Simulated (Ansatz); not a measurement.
# Exact exchange and the vertical energy of the triplet above the singlet of BNH6

BNH6 has 8 atoms, charge 0, and is taken as a singlet. As SMILES, `[BH3-][NH3+]`. Geometry: relaxed at PBE0-D4/def2-TZVP.

The vertical energy of the triplet above the singlet y, in eV, basis def2-TZVP; a is the functional's share of exact exchange. Programs: Ansatz 0.2.0.

```
functional  program     a  y (eV)
    r2SCAN   Ansatz     0    6.73
    revPBE   Ansatz     0    6.62
     B3LYP   Ansatz   0.2    6.85
   r2SCAN0   Ansatz  0.25       ?
      PBE0   Ansatz  0.25    6.89
     BHLYP   Ansatz   0.5    7.18
```

Question: Fit y = c + s·a to the known rows and predict r2SCAN0.

Answer: 
1. Means of the 5 rows: a = 0.1900, y = 6.854.
2. Σ(Δa)² = 0.172, Σ(Δa·Δy) = 0.1712, so the slope is 0.1712/0.172 = 0.99535.
3. Intercept: 6.854 − (0.99535) × 0.1900 = 6.665. The largest residual of the fit is 0.065.
4. r2SCAN0: 6.665 + (0.99535) × 0.25 = 6.91 eV.

The run gave 6.92 eV, so the prediction is off by -0.01 eV, within the scatter of the fit. The rows mix families of semi-local functionals, which the line can't see.

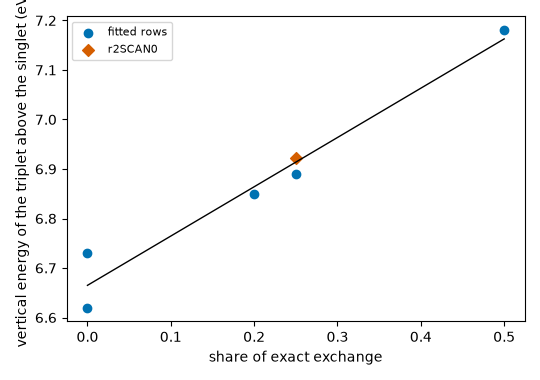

The fitted line, with the withheld row.
